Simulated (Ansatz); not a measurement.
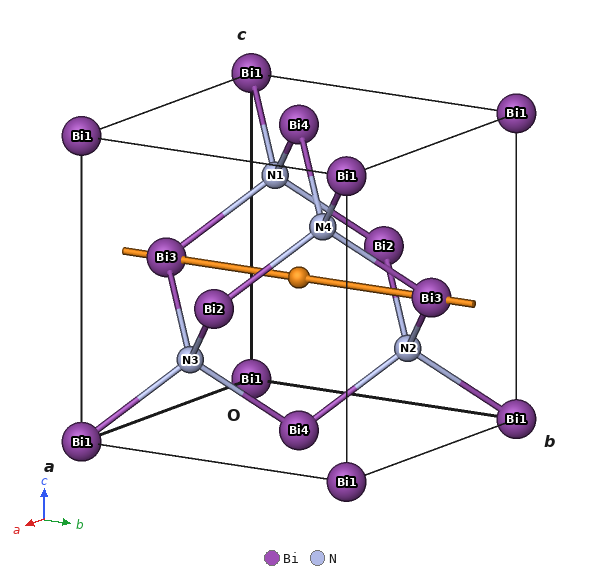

Crystal: BiN, the input geometry of an electronic-structure calculation (not necessarily at equilibrium); the starting structure was generated, so it need not be a known form of this composition. The coloured rod is the axis of a symmetry operation of the crystal, the small sphere its inversion point. Symmetry computed with spglib at a tolerance of 0.002 Å; standard conventional cell.

a = 5.622 Å, b = 5.622 Å, c = 5.622 Å, α = 90.00°, β = 90.00°, γ = 90.00°.

```
atom       x       y       z
 Bi1  0.0000  0.0000  0.0000
  N1  0.2500  0.2500  0.7500
 Bi2  0.0000  0.5000  0.5000
  N2  0.2500  0.7500  0.2500
 Bi3  0.5000  0.0000  0.5000
  N3  0.7500  0.2500  0.2500
 Bi4  0.5000  0.5000  0.0000
  N4  0.7500  0.7500  0.7500
```

Take the operation x, y, z → z, −y+1, −x+1.

Q: What kind of operation is it, and where does it lie?

A: It is a −4 rotoinversion axis with its inversion point at (1/2, 1/2, 1/2), along [0 1 0].

Q: Onto which atom does it carry each atom (up to whole multiples of a, b and c)?

A: Bi1 → Bi1, N1 → N4, Bi2 → Bi4, N2 → N1, Bi3 → Bi3, N3 → N2, Bi4 → Bi2, N4 → N3.

Q: What is the crystal's space group?

A: No. 216, F-43m.
